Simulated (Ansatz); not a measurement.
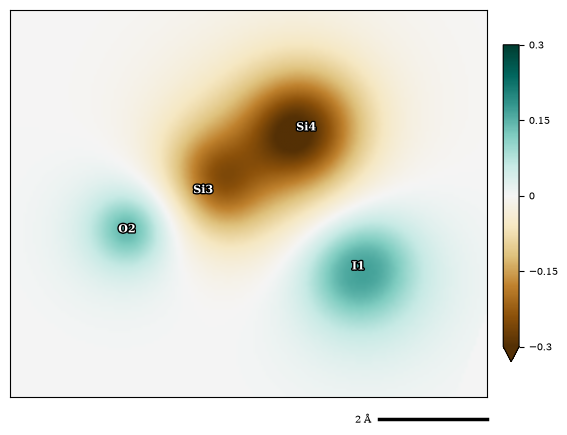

IOSi₂ (SMILES [O-][Si]#[Si]I) (charge −1). The HOMO on a plane 0.8 Å above the molecular plane (values in Å⁻³ᐟ²; the overall sign is arbitrary).

Geometry: PBE-D3(BJ)/def2-SVPD; core potentials replace the inner electrons of I.

Computed with isolated molecule in a Gaussian basis; Kohn-Sham density functional theory, functional PBE0 in Ansatz 0.2.0.

```
atom    x (Å)    y (Å)    z (Å)
   I   0.4613  -0.0808   2.3434
   O  -0.5690  -1.3895  -1.6421
  Si  -0.6571  -0.1648  -0.6469
  Si  -0.8506   1.6336   0.6475
```

Q: Where does this orbital lie, and at what energy?

A: It lies mainly on Si4 (about 55 %), Si3 (about 30 %), I1 (about 10 %) and O2 (about 5 %); it changes sign across the molecular plane (π type); π-bonding across Si3–Si4. Its energy is −0.84 eV.
